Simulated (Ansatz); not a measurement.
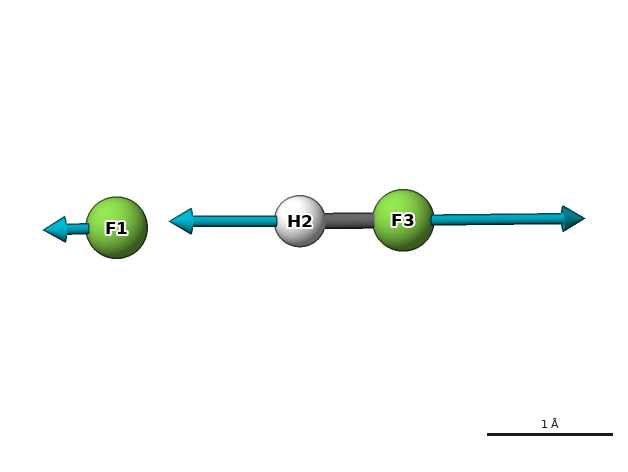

Arrows show the forces on the atoms, 0.2 Å of arrow for 1 eV/Å; forces under a tenth of the largest aren't drawn. State: neutral, doublet. Level of theory: UHF/def2-SVP (Ansatz).

### On which atom is the force largest, and how large is it?

On F3: 6.27 eV/Å.

### Which bond do the forces act along most?

H2–F3, now 0.839 Å: the forces push its atoms apart, so a first step downhill lengthens it.

List the force components in the frame of the picture (x right, y up, z towards the viewer), in eV/Å.

| atom | Fx | Fy | Fz |
| --- | --- | --- | --- |
| F1 | −1.86 | −0.06 | 0.31 |
| H2 | −4.33 | −0.01 | 0.74 |
| F3 | 6.18 | 0.07 | −1.04 |
